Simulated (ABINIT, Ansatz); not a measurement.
# GeTe3Pb (Pm-3m): phonons by linear response

How does GeTe3Pb (Pm-3m) vibrate, and is this structure a minimum?

Program: ABINIT 10.8.3. Level of theory: DFT LDA, scalar-relativistic, plane waves, HGH norm-conserving pseudopotentials. Results are calculated unless marked as measured.

The structure was built from a prototype and need not be the compound's stable phase.

**1. The structure**

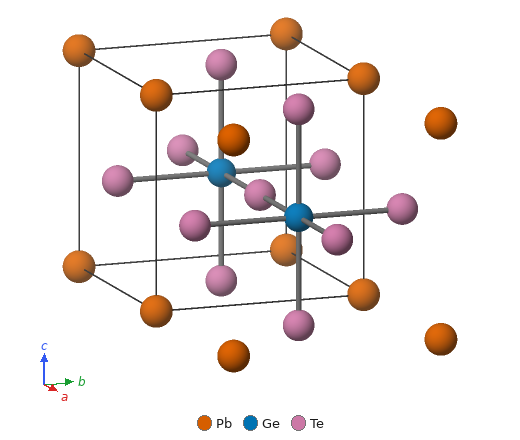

The starting structure, seen slightly off an axis (lead orange, germanium blue, tellurium pink). 2×1×1 cells are drawn. Some periodic images of atoms are drawn too.

**2. Relaxing the cell and atoms**

The harmonic expansion needs vanishing forces, and a free crystal bears no stress, so cell and atoms are brought to rest. Stress is more sensitive to the basis than forces are: the last 3 Ha under the cutoff are smoothed with ecutsm, and the cutoff is raised above that of the later runs.

The starting cell comes from a relaxation made beforehand in Ansatz (LDA, PseudoDojo NC).

relax.abi reads:

```
# relaxation
ionmov 2
optcell 2
dilatmx 1.08
ntime 40
tolmxf 1.0d-05
tolvrs 1.0d-14
prtwf 0
prtden 0
chksymtnons 0

# basis, mesh and filling
ecut 26.0
ecutsm 3.0
ixc 7
ngkpt 4 4 4
nshiftk 1
shiftk 0.0 0.0 0.0
istwfk *1
occopt 6
tsmear 0.01
nband 20
nstep 100
diemac 1000000.0
prtebands 0
prtgsr 0
useylm 1

# cell and atoms
acell 3*1.0 Angstrom
rprim 
    5.317261867 0.0 0.0
    0.0 5.317261867 0.0
    0.0 0.0 5.317261867
ntypat 3
znucl 82 32 52
natom 5
typat 1 2 3 3 3
xred 
    0.0 0.0 0.0
    0.5 0.5 0.5
    0.5 0.5 0.0
    0.5 0.0 0.5
    0.0 0.5 0.5
pp_dirpath "./pseudo"
pseudos "Pb.hgh, Ge.hgh, Te.hgh"
```

Command:

```
$ OMP_NUM_THREADS=1 mpirun -n 4 abinit relax.abi > relax.log
```

Numbers of over 12 decimals in the logs are rounded to 6 here.

relax.abo, the main output file:

```text
[banners, grids, parts of the stress and lines that vanish by symmetry left out]
- input  file    -> relax.abi
- output file    -> relax.abo
- root for input  files -> relaxi
[...]
Symmetries : space group Pm -3 m (#221); Bravais cP (primitive cubic)
[...]
mpw =        8217          nfft =      125000          nkpt =          10
[...]
== DATASET  1 ==================================================================
[...]
cutoff_energies: {ecut:  26.0, pawecutdg:  -1.0, }
[...]
Exchange-correlation functional for the present dataset will be:
  LDA: Perdew-Wang 92 LSD fit to Ceperley-Alder data - ixc=7
[...]
ETOT  1  -32.283478863941    -3.228E+01 3.097E-02 1.292E+02
 ETOT  2  -32.323807470767    -4.033E-02 4.348E-03 2.549E+00
 ETOT  3  -32.324182472186    -3.750E-04 5.441E-04 1.833E-01
 ETOT  4  -32.324208217910    -2.575E-05 6.351E-04 1.394E-03
 ETOT  5  -32.324208389552    -1.716E-07 5.083E-04 4.990E-05
[...]
At SCF step   11       vres2   =  2.38E-16 < tolvrs=  1.00E-14 =>converged.
[...]
sigma(1 1)= -1.49850851E-05  sigma(3 2)=  0.00000000E+00
  sigma(2 2)= -1.49850851E-05  sigma(3 1)=  0.00000000E+00
  sigma(3 3)= -1.49850851E-05  sigma(2 1)=  0.00000000E+00
[...]
convergence: {deltae: -1.350E-13, res2:  2.376E-16, residm:  4.272E-05, diffor: null, }
etotal    :  -3.23242084E+01
[...]
ETOT  1  -32.324215404461    -3.232E+01 9.703E-06 1.193E-01
[...]
At SCF step    9       vres2   =  4.84E-16 < tolvrs=  1.00E-14 =>converged.
[...]
sigma(1 1)= -1.26627341E-05  sigma(3 2)=  0.00000000E+00
  sigma(2 2)= -1.26627341E-05  sigma(3 1)=  0.00000000E+00
  sigma(3 3)= -1.26627341E-05  sigma(2 1)=  0.00000000E+00
[...]
convergence: {deltae: -2.558E-13, res2:  4.840E-16, residm:  2.092E-08, diffor: null, }
etotal    :  -3.23242273E+01
[...]
ETOT  1  -32.323900612994    -3.232E+01 1.643E-07 3.711E+00
[...]
At SCF step   10       vres2   =  9.80E-17 < tolvrs=  1.00E-14 =>converged.
[...]
sigma(1 1)= -1.66544210E-07  sigma(3 2)=  0.00000000E+00
  sigma(2 2)= -1.66544210E-07  sigma(3 1)=  0.00000000E+00
  sigma(3 3)= -1.66544210E-07  sigma(2 1)=  0.00000000E+00
[...]
convergence: {deltae:  8.242E-13, res2:  9.802E-17, residm:  2.817E-11, diffor: null, }
etotal    :  -3.23242754E+01
[...]
ETOT  1  -32.324275367239    -3.232E+01 8.552E-11 6.487E-04
[...]
ETOT  7  -32.324275432212     1.165E-12 8.167E-13 1.335E-14
 ETOT  8  -32.324275432212    -7.105E-15 1.015E-12 1.565E-16
 At SCF step    8       vres2   =  1.56E-16 < tolvrs=  1.00E-14 =>converged.
[...]
sigma(1 1)= -1.87871921E-09  sigma(3 2)=  0.00000000E+00
  sigma(2 2)= -1.87871921E-09  sigma(3 1)=  0.00000000E+00
  sigma(3 3)= -1.87871921E-09  sigma(2 1)=  0.00000000E+00
[...]
convergence: {deltae: -7.105E-15, res2:  1.565E-16, residm:  1.015E-12, diffor: null, }
etotal    :  -3.23242754E+01
[...]
At Broyd/MD step   4, gradients are converged :
[...]
sigma(1 1)= -1.87871921E-09  sigma(3 2)=  0.00000000E+00
  sigma(2 2)= -1.87871921E-09  sigma(3 1)=  0.00000000E+00
  sigma(3 3)= -1.87871921E-09  sigma(2 1)=  0.00000000E+00
[...]
- sigma(1 1)= -5.52738274E-05  sigma(3 2)=  0.00000000E+00
- sigma(2 2)= -5.52738275E-05  sigma(3 1)=  0.00000000E+00
- sigma(3 3)= -5.52738274E-05  sigma(2 1)=  0.00000000E+00
[...]
fcart     -0.0000000000E+00 -0.0000000000E+00 -0.0000000000E+00
           strten     -1.8787192067E-09 -1.8787192093E-09 -1.8787192062E-09
================================================================================

[key lines of the parts left out:]
pressure_GPa:   5.5274E-05
Total energy (etotal) [Ha]= -3.23242754322116E+01
```

Run time: 99 s. Hardware: 4 MPI ranks of Arm Neoverse N1, shared host; 6.6 min of CPU time.

Relaxation path:

| step | energy less that of the first step (eV) | largest force (eV/Å) | volume (Å³) |
| --- | --- | --- | --- |
| 1 | 0.0000 | 0.0000 | 150.34 |
| 2 | -0.0005 | 0.0000 | 150.54 |
| 3 | -0.0018 | 0.0000 | 151.66 |
| 4 | -0.0018 | 0.0000 | 151.67 |

| conventional cell, symmetrised | before | after | change |
| --- | --- | --- | --- |
| a (Å) | 5.317 | 5.333 | +0.3 % |
| b (Å) | 5.317 | 5.333 | +0.3 % |
| c (Å) | 5.317 | 5.333 | +0.3 % |
| volume (Å³/atom) | 30.07 | 30.33 | +0.9 % |

Final coordinates:

```xyz
5
Lattice="5.3330 0.0000 0.0000 0.0000 5.3330 0.0000 0.0000 0.0000 5.3330" Properties=species:S:1:pos:R:3 pbc="T T T"
Pb    0.0000    0.0000    0.0000
Ge    2.6665    2.6665    2.6665
Te    2.6665    2.6665    0.0000
Te    2.6665    0.0000    2.6665
Te    0.0000    2.6665    2.6665
```

Read from the output:

| Quantity | Value |
| --- | --- |
| volume per atom | 30.33 Å³ |
| pressure | 5.53e-5 GPa |
| gap on the k-mesh | 0 eV |

The volume changes by +0.9 % from the cell with which this run began.

**3. Ground state**

First-order wavefunctions inherit every error of the ground state, hence the very tight tolvrs. Occupations are smeared.

gs.abi reads:

```
# ground state
tolvrs 1.0d-16
prtden 1
prtwf 1
prtpot 1

# basis, mesh and filling
ecut 20.0
ixc 7
ngkpt 4 4 4
nshiftk 1
shiftk 0.0 0.0 0.0
istwfk *1
occopt 6
tsmear 0.01
nband 20
nstep 100
diemac 1000000.0
prtebands 0
prtgsr 0
useylm 1

# cell and atoms
acell 3*1.0 Angstrom
rprim 
    5.332976838 0.0 0.0
    0.0 5.332976838 0.0
    0.0 0.0 5.332976838
ntypat 3
znucl 82 32 52
natom 5
typat 1 2 3 3 3
xred 
    0.0 0.0 0.0
    0.5 0.5 0.5
    0.5 0.5 0.0
    0.5 0.0 0.5
    0.0 0.5 0.5
pp_dirpath "./pseudo"
pseudos "Pb.hgh, Ge.hgh, Te.hgh"
```

Command:

```
$ OMP_NUM_THREADS=1 mpirun -n 4 abinit gs.abi > gs.log
```

gs.abo, the main output file:

```text
[banners, grids, parts of the stress and lines that vanish by symmetry left out]
- input  file    -> gs.abi
- output file    -> gs.abo
- root for input  files -> gsi
[...]
Symmetries : space group Pm -3 m (#221); Bravais cP (primitive cubic)
[...]
mpw =        4416          nfft =       91125          nkpt =          10
[...]
== DATASET  1 ==================================================================
[...]
cutoff_energies: {ecut:  20.0, pawecutdg:  -1.0, }
[...]
Exchange-correlation functional for the present dataset will be:
  LDA: Perdew-Wang 92 LSD fit to Ceperley-Alder data - ixc=7
[...]
ETOT  1  -32.289515030074    -3.229E+01 2.783E-02 9.508E+01
 ETOT  2  -32.322903488965    -3.339E-02 1.959E-03 2.327E+00
 ETOT  3  -32.323327850832    -4.244E-04 8.455E-04 1.269E-01
 ETOT  4  -32.323352833850    -2.498E-05 1.031E-03 1.203E-03
 ETOT  5  -32.323353043639    -2.098E-07 3.694E-04 4.908E-05
[...]
ETOT 11  -32.323353052078     5.400E-13 1.608E-05 8.688E-16
 ETOT 12  -32.323353052078     4.547E-13 1.503E-05 2.109E-18
 At SCF step   12       vres2   =  2.11E-18 < tolvrs=  1.00E-16 =>converged.
[...]
sigma(1 1)=  4.96952146E-06  sigma(3 2)=  0.00000000E+00
  sigma(2 2)=  4.96952146E-06  sigma(3 1)=  0.00000000E+00
  sigma(3 3)=  4.96952146E-06  sigma(2 1)=  0.00000000E+00
[...]
convergence: {deltae:  4.547E-13, res2:  2.109E-18, residm:  1.503E-05, diffor: null, }
etotal    :  -3.23233531E+01
[...]
sigma(1 1)=  4.96952146E-06  sigma(3 2)=  0.00000000E+00
  sigma(2 2)=  4.96952146E-06  sigma(3 1)=  0.00000000E+00
  sigma(3 3)=  4.96952146E-06  sigma(2 1)=  0.00000000E+00
[...]
- sigma(1 1)=  1.46208369E-01  sigma(3 2)=  0.00000000E+00
- sigma(2 2)=  1.46208369E-01  sigma(3 1)=  0.00000000E+00
- sigma(3 3)=  1.46208369E-01  sigma(2 1)=  0.00000000E+00
[...]
fcart     -0.0000000000E+00 -0.0000000000E+00 -0.0000000000E+00
           strten      4.9695214612E-06  4.9695214612E-06  4.9695214612E-06
================================================================================

[key lines of the parts left out:]
pressure_GPa:  -1.4621E-01
```

Run time: 21 s. Hardware: 4 MPI ranks; 83 s of CPU time.

Read from the output:

| Quantity | Value |
| --- | --- |
| pressure | -0.1462 GPa |

The cell stands at -0.15 GPa: the relaxation ran with a smoothed and higher cutoff, and the difference is a stress of the finite basis.

(Part 1 of 3 ends here.)

[Host names and launcher messages were left out of these logs when they were recorded.]

[Logs are printed without paths, hosts, clocks, repeated set-up lines and the standing remarks that a program may print on its own settings, such as how far it seeks lower states.]

[Hosts, paths, dates, database ids (printed as entryN), source tags and the programs' standing remarks are cut or masked in the printed files.]
